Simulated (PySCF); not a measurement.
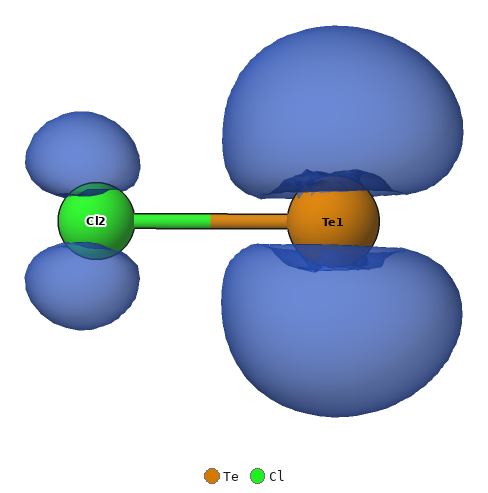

*TeCl (doublet). Isosurfaces of the spin density (α minus β) at +0.02 (blue) and −0.02 e/Å³ (red), seen from one side.*

The calculation used PBE0/x2c-SVPall, spin-free X2C-1e, Gaussian nucleus, at a bond length of 2.356 Å (PySCF).

```yaml
atoms:
  - { symbol: Te, position_ang: [0.0000, 0.0000, -0.4997] }
  - { symbol: Cl, position_ang: [0.0000, 0.0000, 1.8563] }
```

**Which atoms carry the spin?**

The unpaired spin (1 electron) lies mostly on Te1 (about 0.9) and Cl2 (about 0.1), in electrons by Hirshfeld's partition.
